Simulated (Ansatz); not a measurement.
Input

```
crystal:
  periodic: [false, false, false]
  atoms:
    - { symbol: Ta, position_ang: [0.0, 0.0, 0.0] }
    - { symbol: O, position_ang: [2.37, 0.0, 0.0] }
    - { symbol: H, position_ang: [2.7071, -0.5308, 0.7903] }
    - { symbol: F, position_ang: [0.0, 0.0, 1.93] }
    - { symbol: F, position_ang: [0.0, 0.0, -1.93] }
    - { symbol: F, position_ang: [-0.965, 1.6714, 0.0] }
    - { symbol: F, position_ang: [-0.965, -1.6714, 0.0] }
    - { symbol: P, position_ang: [0.8892, -2.2651, 1.4252] }
    - { symbol: H, position_ang: [0.0933, -3.3878, 1.0754] }
    - { symbol: H, position_ang: [2.2461, -2.5276, 1.0992] }
    - { symbol: H, position_ang: [2.1346, -1.1454, 0.7207] }
basis:
  gaussian: { orbitals: def2-SVP }
hamiltonian:
  xc: pbe0
relax:
  f_tol: 0.15
  max_steps: 25
  restrain:
    - { distance: [0, 7], at: 3.72, k: 30.0 }
    - { distance: [10, 1], at: 2.21, k: 30.0 }
    - { distance: [0, 1], at: 2.02, k: 30.0 }
    - { distance: [10, 7], at: 1.42, k: 30.0 }
output:
  orbitals: {}
```

Command:

```sh
ansatz run input.yaml --threads 4 --pin off --max-ram 5120MiB --backend cpu --events-out ev --progress --plain --runs-dir out
```

The fields are those of the run's last geometry, not of the input's.

Core potentials replace the inner electrons of Ta; not at a stationary point (largest force 1.7 eV/Å).

All numbers below come from RKS PBE0/def2-SVP in Ansatz 0.2.0.

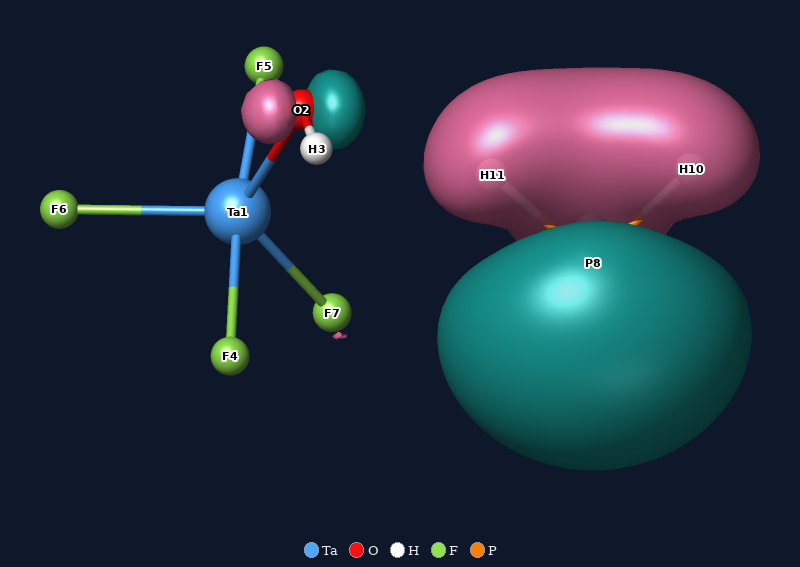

F₄HOTa···PH₃. One frontier orbital at ±0.08 Å⁻³ᐟ² (teal and pink are the two phases), seen from one side.

Q: Which orbital is it: HOMO or LUMO?

A: The HOMO, at −8.03 eV. It lies mainly on P8 (about 80 %) and H10 (about 5 %); largely a lone pair of P8.
